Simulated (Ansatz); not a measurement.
Input

```
crystal:
  periodic: [false, false, false]
  atoms:
    - { symbol: B, position_ang: [-0.002996, 0.262261, 0.064866] }
    - { symbol: F, position_ang: [-0.005674, 0.536714, 1.354803] }
    - { symbol: F, position_ang: [1.135556, 0.18762, -0.587518] }
    - { symbol: F, position_ang: [-1.140951, 0.127383, -0.578806] }
    - { symbol: H, position_ang: [0.076727, -2.050222, 0.66547] }
    - { symbol: H, position_ang: [0.048738, -1.589655, 1.215386] }
basis:
  gaussian: { orbitals: def2-SVPD }
hamiltonian:
  xc: pbe0
  dispersion: d4
relax:
  f_tol: 0.03
  max_steps: 50
output:
  orbitals: {}
```

Command:

```sh
ansatz run input.yaml --threads 2 --pin off --max-ram 3072MiB --backend cpu --events-out ev --progress --plain --runs-dir out
```

The fields are those of the run's last geometry, not of the input's.

Method: RKS PBE0-D4/def2-SVPD (Ansatz 0.2.0).

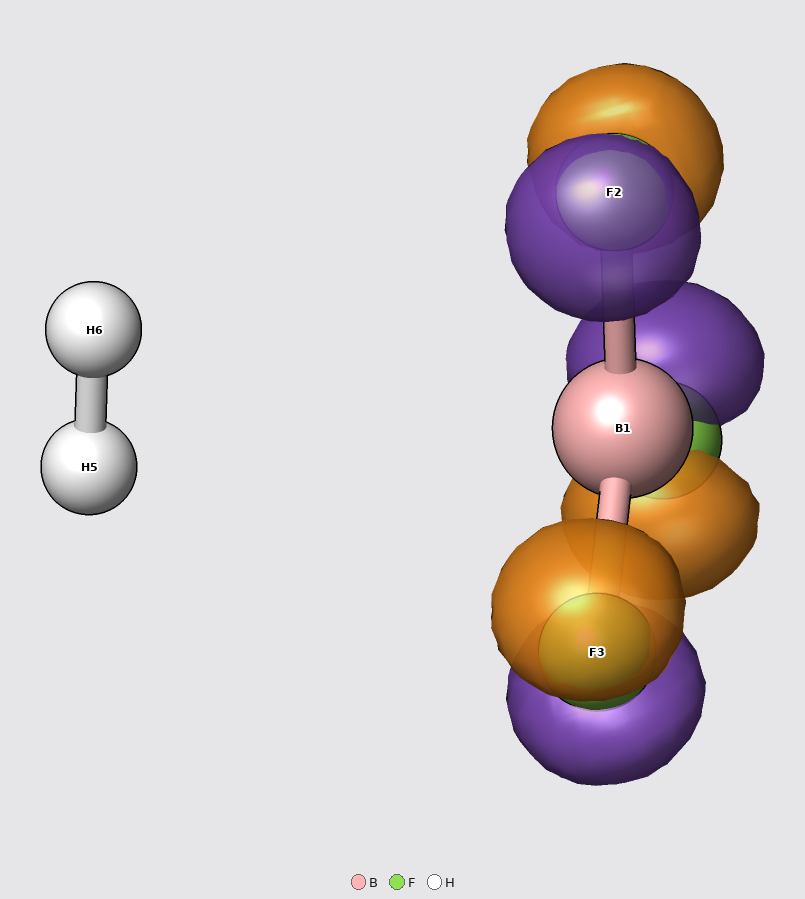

BF3···H2. The HOMO at ±0.3 Å⁻³ᐟ² (orange and purple are the two phases), seen at a tilt.

### Describe this orbital and give its energy.

Its weight (Hirshfeld) is mainly on F3 (about 30 %), F4 (about 30 %) and F2 (about 30 %); largely a combination of lone pairs on F3, F4 and F2. Its energy is −12.33 eV.
